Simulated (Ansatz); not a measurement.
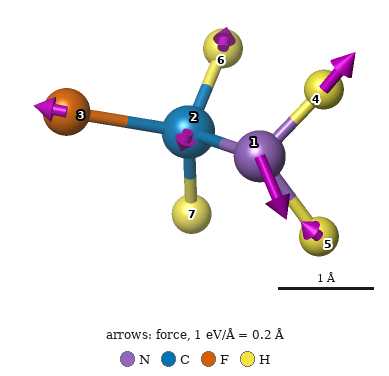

Starting geometry of CH4FN with the computed forces as purple arrows. The picture is a ball-and-stick view, seen from a free direction.

The run prepares an end point of a later path (inversion) calculation, from a guessed geometry.

Computed with RKS BLYP-D4/def2-SVP in Ansatz.

The input:
```yaml
crystal:
  periodic: [false, false, false]
  atoms:
    - { symbol: "N", position_ang: [-0.4317, -0.1824, -0.7857] }
    - { symbol: C, position_ang: [0.4555, -0.1381, 0.2984] }
    - { symbol: F, position_ang: [-0.0861, 0.6921, 1.2272] }
    - { symbol: H, position_ang: [-0.71374, -1.11347, -0.87104] }
    - { symbol: H, position_ang: [0.15173, -0.08197, -1.67661] }
    - { symbol: H, position_ang: [0.5739, -1.1169, 0.7293] }
    - { symbol: H, position_ang: [1.4622, 0.2488, -0.006] }
basis:
  gaussian: { orbitals: def2-SVP }
hamiltonian:
  xc: blyp
  dispersion: d4
relax:
  f_tol: 0.015
  max_steps: 40
```

Launched with:
```bash
ansatz run input.yaml --threads 1 --pin off --max-ram 2048MiB --backend cpu --events-out ev --progress --plain --runs-dir out
```

Question: Is this structure relaxed? If not, where do the atoms go?

Answer: It isn't relaxed: the largest force vector, on N1, is 3.65 eV/Å. The final displacements have little in common with the starting forces (cosine between the two patterns 0.22). Over 10 accepted moves (13 points after the start) the energy falls by 54.9 kJ/mol. The largest force component goes from 3.1 to 0.013 eV/Å. The line search rejected the trial steps at points 2, 6, 12 of the run. The atom that moves furthest after the best rigid fit is N1 (0.58 Å). Largest moves by element: N 0.58 Å, H 0.44 Å, F 0.23 Å, C 0.12 Å. Some distances before and after: C2–F3 1.358 → 1.424 Å, N1–H4 0.977 → 1.028 Å, N1–H5 1.070 → 1.028 Å, C2–H6 1.076 → 1.111 Å. Bond angles that change, for instance: H4–N1–H5 100.0° → 108.0°, N1–C2–F3 107.2° → 114.5°, C2–N1–H4 106.3° → 111.9°.
